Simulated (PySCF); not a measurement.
# C2H5BNO− (SMILES [BH3-]OCC#N): levels of theory compared

We compute a comparison of 6 runs (HF/STO-3G, HF/def2-SVP, B3LYP/6-31G*, PBE/def2-SVP, PBE/pcseg-1, B3LYP/6-311+G**) of C2H5BNO−. 

The results are computed with PySCF 2.14.0.

**1. The structure to begin with**

C2H5BNO− has 10 atoms, charge -1, and is taken as a singlet. As SMILES, `[BH3-]OCC#N`. The coordinates come from a GFN2-xTB relaxation. This is one conformer, not always the lowest.

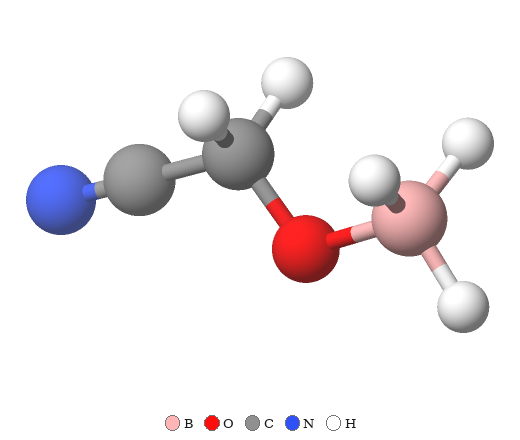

Viewed from a chosen angle; boron pink, oxygen red, carbon grey, nitrogen blue, hydrogen white.

**2. Energy and forces at HF/STO-3G (run 1)**

Contents of calc.py:

```python
# [BH3-]OCC#N
import pyscf.grad
from pyscf import gto

molecule = gto.M(
    atom=[
    ('B', (-1.001920, -1.157080, 0.395320)),
    ('O', (-0.430000, -0.175600, -0.625290)),
    ('C', (0.558010, 0.588400, -0.073190)),
    ('C', (1.124600, 1.526420, -1.016640)),
    ('N', (1.580780, 2.271300, -1.762330)),
    ('H', (-1.464860, -0.530560, 1.348260)),
    ('H', (-0.103200, -1.894740, 0.799380)),
    ('H', (-1.857830, -1.778870, -0.181250)),
    ('H', (1.402210, -0.032260, 0.315990)),
    ('H', (0.192210, 1.182970, 0.799740)),
],
    charge=-1,
    basis='sto-3g',
    spin=0,
    max_memory=1860,
    verbose=4,
)

myscf = molecule.RHF()
myscf.conv_tol = 1e-10
myscf.kernel()
if not myscf.converged:
    myscf = myscf.newton().run(myscf.mo_coeff, myscf.mo_occ)

energy = myscf.e_tot
print('E = %.10f Eh' % energy)
grad = myscf.Gradients().kernel()
dip = myscf.dip_moment()
pop, q = myscf.mulliken_pop()
```

On the command line:

```console
$ OMP_NUM_THREADS=1 python calc.py
```

The log of the run:

```text
PySCF version 2.14.0

[... 68 lines left out ...]
converged SCF energy = -229.570765011762
[... 13 lines left out ...]
WARN: System has nonzero charge -1; the dipole moment is origin-dependent.
[... 2 lines left out ...]
Dipole moment(X, Y, Z, Debye):  2.54490,  1.89066,  1.65031
[... 41 lines left out ...]
charge of    9H =      0.04172
```

It took 4.2 s on 1 thread of Intel Xeon at 2.50GHz (Skylake/Cascade Lake), shared host; peak memory 0.12 GiB.

**3. Energy and gradient at HF/def2-SVP (run 2)**

Contents of job.py:

```python
from pyscf import gto

mol = gto.Mole()
mol.atom = '''
B     -1.893354    -2.186564     0.747047
O     -0.812582    -0.331836    -1.181627
C      1.054486     1.111915    -0.138309
C      2.125186     2.884516    -1.921171
N      2.987241     4.292135    -3.330321
H     -2.768184    -1.002613     2.547842
H     -0.195020    -3.580540     1.510609
H     -3.510790    -3.361577    -0.342513
H      2.649793    -0.060963     0.597135
H      0.363224     2.235489     1.511290
'''
mol.unit = 'bohr'
mol.charge = -1
mol.max_memory = 1860
mol.spin = 0
mol.basis = 'def2-svp'
mol.verbose = 4
mol.build()

myscf = mol.RHF()
myscf.conv_tol = 1e-10
myscf.kernel()
if not myscf.converged:
    myscf = myscf.newton().run(myscf.mo_coeff, myscf.mo_occ)

etot = myscf.e_tot
print('E(%s) = %.9f' % ('HF', etot))
grad = myscf.nuc_grad_method().kernel()
dip = myscf.dip_moment()
pop, q = myscf.mulliken_pop()
```

On the command line:

```console
$ OMP_NUM_THREADS=1 python job.py
```

The log of the run:

```text
PySCF version 2.14.0

[... 70 lines left out ...]
converged SCF energy = -232.470493139941
[... 13 lines left out ...]
WARN: System has nonzero charge -1; the dipole moment is origin-dependent.
[... 2 lines left out ...]
Dipole moment(X, Y, Z, Debye):  2.25187,  1.30507,  2.39410
[... 106 lines left out ...]
charge of    9H =      0.01186
```

It took 22 s on 1 thread of Intel Xeon at 2.50GHz (Skylake/Cascade Lake), shared host; peak memory 0.2 GiB.

**4. Energy and gradient at B3LYP/6-31G(d) (spherical functions) (run 3)**

Contents of calc.py:

```python
from pyscf import gto, dft

molecule = gto.M(
    atom='''
B   -1.001920  -1.157080   0.395320
O   -0.430000  -0.175600  -0.625290
C    0.558010   0.588400  -0.073190
C    1.124600   1.526420  -1.016640
N    1.580780   2.271300  -1.762330
H   -1.464860  -0.530560   1.348260
H   -0.103200  -1.894740   0.799380
H   -1.857830  -1.778870  -0.181250
H    1.402210  -0.032260   0.315990
H    0.192210   1.182970   0.799740
''',
    verbose=3,
    charge=-1,
    spin=0,
    basis='6-31g*',
    max_memory=1860,
)

myscf = dft.RKS(molecule, xc='b3lyp')
myscf.conv_tol = 1e-10
myscf.grids.level = 5
myscf.kernel()
if not myscf.converged:
    myscf = myscf.newton().run(myscf.mo_coeff, myscf.mo_occ)

etot = myscf.e_tot
print(f'total energy: {etot:.8f} hartree')
grad = myscf.nuc_grad_method().kernel()
dip = myscf.dip_moment()
pop, q = myscf.mulliken_pop()
```

On the command line:

```console
$ OMP_NUM_THREADS=1 python calc.py
```

The log of the run:

```text
converged SCF energy = -234.065428434057
total energy: -234.06542843 hartree
--------------- RKS gradients ---------------
         x                y                z
0 B    -0.0047602223    -0.0067364389     0.0048614298
1 O     0.0032564887     0.0024272892     0.0021582981
2 C     0.0072824942     0.0149052525    -0.0195098684
[... 6 lines of this table left out ...]
9 H    -0.0034434925     0.0011403588    -0.0000977617
----------------------------------------------

WARN: System has nonzero charge -1; the dipole moment is origin-dependent.
Location of origin: [0. 0. 0.]

Dipole moment(X, Y, Z, Debye):  1.96946,  1.13056,  2.12305
[... 91 lines left out ...]
charge of    9H =      0.10258
```

Run time: 67 s. Hardware: 1 thread of Intel Xeon at 2.50GHz (Skylake/Cascade Lake), shared host; peak memory 0.81 GiB.

Runs 4 to 5 aren't shown in full; the table further down has their settings and results.

**5. Energy and gradient at B3LYP/6-311+G(d,p) (run 6)**

Contents of geometry.xyz:

```xyz
10
C2H5BNO
B     -1.001920    -1.157080     0.395320
O     -0.430000    -0.175600    -0.625290
C      0.558010     0.588400    -0.073190
C      1.124600     1.526420    -1.016640
N      1.580780     2.271300    -1.762330
H     -1.464860    -0.530560     1.348260
H     -0.103200    -1.894740     0.799380
H     -1.857830    -1.778870    -0.181250
H      1.402210    -0.032260     0.315990
H      0.192210     1.182970     0.799740
```

Contents of run.py:

```python
from pyscf import gto, dft

mol = gto.M(
    atom='geometry.xyz',
    basis='6-311+g**',
    charge=-1,
    spin=0,
    max_memory=1860,
    verbose=3,
)

mf = dft.RKS(mol)
mf.xc = 'b3lyp'
mf.grids.level = 5
mf.conv_tol = 1e-10
mf.kernel()
if not mf.converged:
    mf = mf.newton().run(mf.mo_coeff, mf.mo_occ)

etot = mf.e_tot
print(f'total energy: {etot:.8f} hartree')
grad = mf.nuc_grad_method().kernel()
dip = mf.dip_moment()
pop, q = mf.mulliken_pop()
```

On the command line:

```console
$ OMP_NUM_THREADS=1 python run.py
```

The log of the run:

```text
converged SCF energy = -234.158155286921
total energy: -234.15815529 hartree
--------------- RKS gradients ---------------
         x                y                z
0 B    -0.0008288889    -0.0025408054     0.0041930176
1 O     0.0032209398     0.0028395160     0.0010294806
2 C     0.0007313551     0.0080461158    -0.0186470490
[... 6 lines of this table left out ...]
9 H    -0.0028605130     0.0024344118     0.0021743122
----------------------------------------------

WARN: System has nonzero charge -1; the dipole moment is origin-dependent.
Location of origin: [0. 0. 0.]

Dipole moment(X, Y, Z, Debye):  1.99865,  1.07083,  2.34605
[... 151 lines left out ...]
charge of    9H =      0.12242
```

Run time: 2.5 min. Hardware: 1 thread of Intel Xeon at 2.50GHz (Skylake/Cascade Lake), shared host; peak memory 1.6 GiB.

**6. Overview of the runs**

```tsv
run	level	integration grid	energy (Eh)	HOMO energy (eV)	LUMO energy (eV)	HOMO–LUMO gap (eV)	wall time
1	HF/STO-3G	–	-229.570765	-1.78	13.98	15.76	4.2 s
2	HF/def2-SVP	–	-232.470493	-5.28	8.92	14.20	22 s
3	B3LYP/6-31G* (spherical functions)	5	-234.065428	-1.07	4.91	5.99	67 s
4	PBE/def2-SVP	5	-233.598713	-0.05	3.83	3.88	86 s
5	PBE/pcseg-1	5	-233.740929	-0.31	3.59	3.90	92 s
6	B3LYP/6-311+G**	5	-234.158155	-1.80	3.28	5.09	2.5 min
```

**7. Outcome**

```
                                                    quantity          value
                                         run 6: total energy  -234.15816 Eh
                                          run 6: HOMO energy       -1.80 eV
                                          run 6: LUMO energy        3.28 eV
run 6: HOMO–LUMO gap (to an unbound level, set by the basis)        5.09 eV
                             run 6: largest force on an atom     1.045 eV/Å
```

**Reading.** The HOMO–LUMO gap runs from 3.88 eV (PBE/def2-SVP) to 15.76 eV (HF/STO-3G). The two ends differ in method and basis. The empty levels of an anion lie above zero and hang on the basis. Totals of different functionals can't be ranked against each other. In run 1 the basis is minimal, so the values are rough. All runs together took 7.1 min, the longest 2.5 min.
